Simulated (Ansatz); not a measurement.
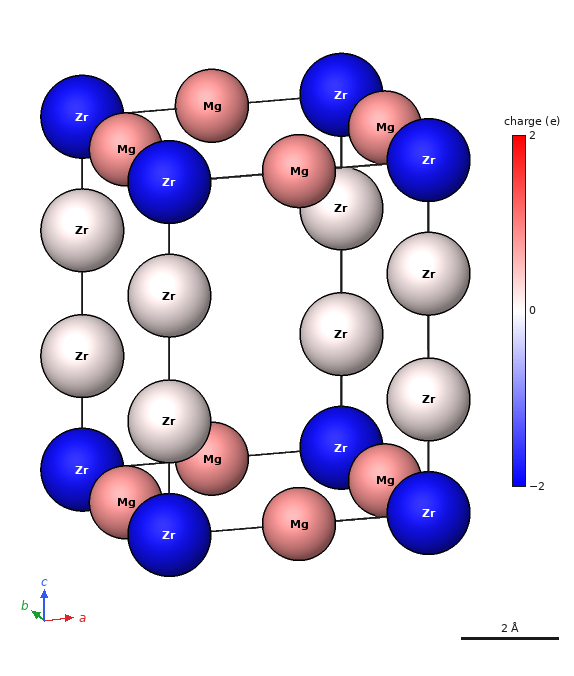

A spheres-only picture of a crystal structure, seen slightly off an axis. The wireframe shows the simulation cell. The atoms of this Mg₂Zr₃ cell are coloured by their Bader charge.

Electronic-structure method: DFT PBE, scalar-relativistic, plane waves, PAW (Ansatz). Parameters: a kinetic-energy cutoff of 420 eV, an 8×8×6 grid in reciprocal space, Gaussian smearing of 0.1 eV, no spin polarisation.

Who donates electrons here and who accepts them?

Answer. Most positive: Mg; most negative: Zr. Charges: about Mg +0.8 e; Zr -1.9 to +0.1 e.

Its origin is a random cell made by a generator, so it need not be a real form of the compound. Earlier steps of the study may have refined or changed the cell and positions. It was run through Ansatz as a DFT input.
